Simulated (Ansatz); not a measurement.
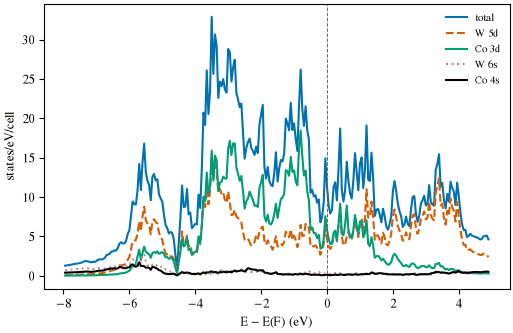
Figure. Total and projected density of states of Co6W7 in space group R-3m (No. 166; Pearson symbol hR13), r²SCAN (plane waves, PAW; program Ansatz)

Problem. Which orbitals carry the states next to the Fermi level?

Solution. Within 0.5 eV of the Fermi level: Co 3d 51 %, W 5d 42 %. Projections are on Löwdin-orthogonalised atomic valence shells; empty p or d shells of many metals are not among them.

Problem. Where is the tallest occupied peak in this window, and what makes it?

Solution. Near -3.5 eV, about 33 states/eV per cell; the largest projected share is Co 3d.

The start of the workflow was typed in or built on a structure type; neither database checked (COD, Materials Project) lists it. Whether it is the stable phase at ambient conditions was not checked. The cell was relaxed with r²SCAN under the symmetry of its start; whether a distortion lowers the energy is not shown. The workflow began spin-polarised and lost its moments. Spin–orbit coupling is left out wherever it is not named.

Potentials: the earlier of the program's two PAW sets. The files were generated under PBE; for other functionals the program regenerates the frozen cores, and for LDA and PBEsol the local potential too.
